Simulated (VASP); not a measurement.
Band structure of MgB$_{2}$ (AlB2 type). Level of theory: r2SCAN meta-GGA, VASP's PBE PAW potentials (set 64) (plane waves; VASP).

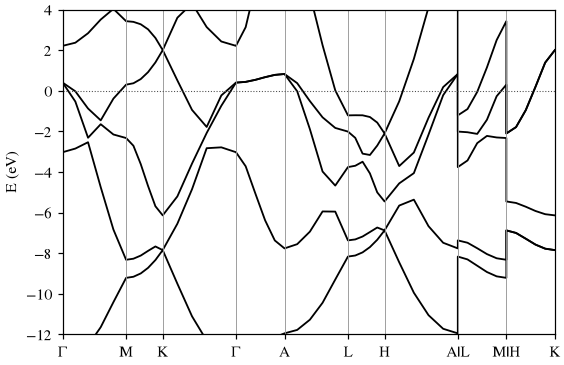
Figure: Bands along high-symmetry lines, zero at the valence-band maximum or, without a gap, the Fermi level

**Question.** Read the plot: is there a gap, and where are the band edges?

**Answer.** It has no gap at this level: it comes out as a metal or semimetal.

The compound is MgB2 in the AlB2 type structure. It was relaxed first.
